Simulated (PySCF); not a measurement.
# LiO (doublet): what the fields show

```yaml
atoms:
  - { symbol: Li, position_ang: [0.0000, 0.0000, -1.1872] }
  - { symbol: O, position_ang: [0.0000, 0.0000, 0.5208] }
```

The calculation used PBE0/aug-cc-pVDZ(-PP), non-relativistic Hamiltonian with scalar-relativistic core potentials where named, at a bond length of 1.708 Å (PySCF).

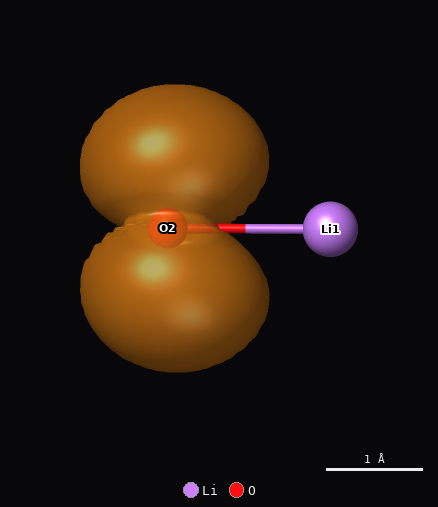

Figure 1. Isosurfaces of the spin density at +0.015 (orange) and −0.015 e/Å³ (purple), seen from one side.

Question: Where is the unpaired spin?

Answer: The unpaired spin (1 electron) lies mostly on O2 (about 1.0), in electrons by Hirshfeld's partition.

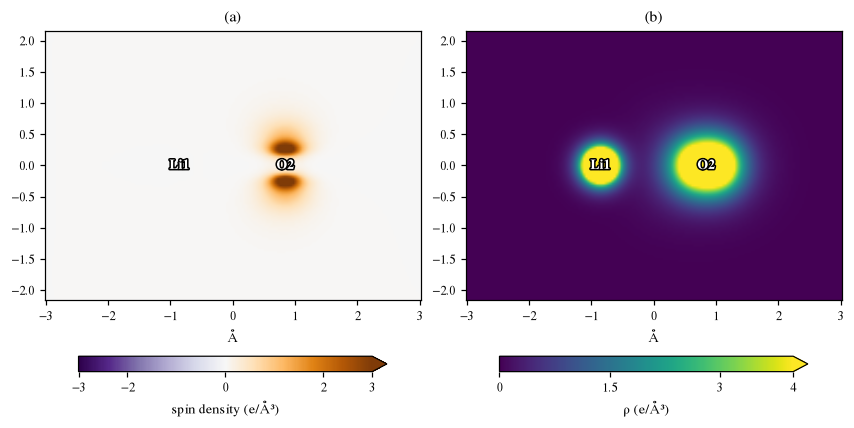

Figure 2. (a) spin density (α minus β); (b) electron density on a plane that holds the molecular axis.

Question: What do the fields say about this system?

Answer: Atoms in the plane: Li and O.
Li–O (1.71 Å): ρ is about 0.71 e/Å³ halfway.

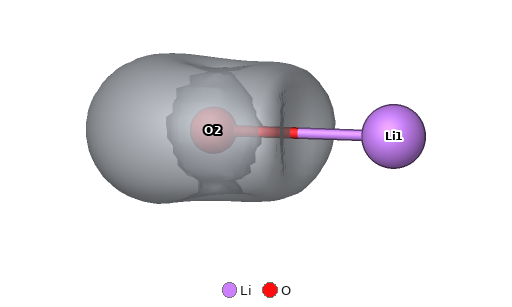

Figure 3. Isosurface of the electron localisation function at 0.75 (grey), seen from one side. Core shells and regions of very low density are left out.

Question: Where are the electrons localised?

Answer: The surface consists of one region wrapped around O (its valence shell). Along the contacts the grid gives the following. Li–O (1.71 Å): the ELF peaks at about 0.90 in the valence shell of O, 0.6 Å from its nucleus, and falls to about 0.25 next to Li: a largely ionic contact.

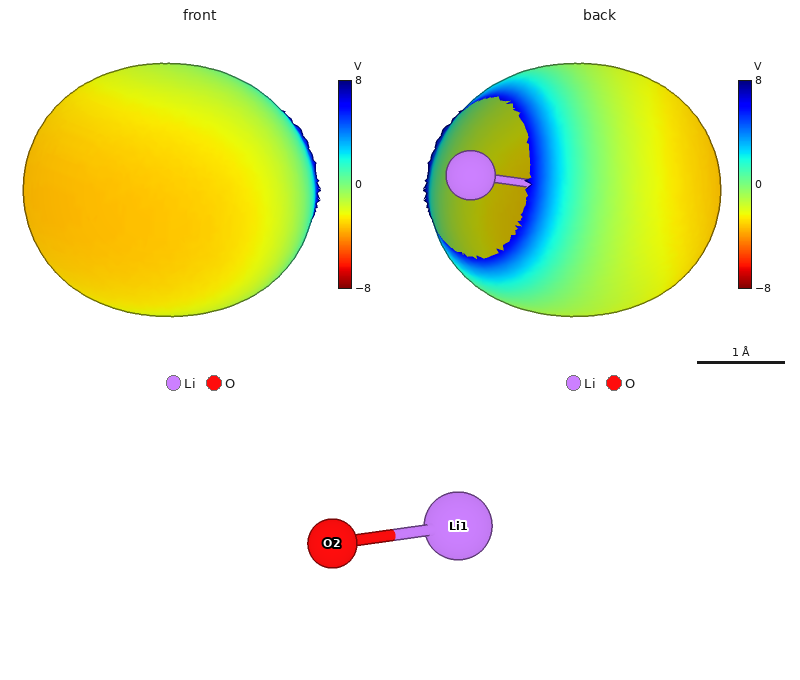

Figure 4. The electrostatic potential painted on the density surface at 0.004 e/bohr³, seen from the front and from behind; the colour scale runs from red (negative) to blue (positive). The bare structure is drawn below in the same view.

Question: Where is the surface potential most negative and most positive?

Answer: The most negative region (about −3.4 V, or −78 kcal/mol for a unit charge) lies over O2, the most positive (about +6.2 V, or +143 kcal/mol for a unit charge) over Li1. O2 is the likeliest acceptor of a hydrogen bond.
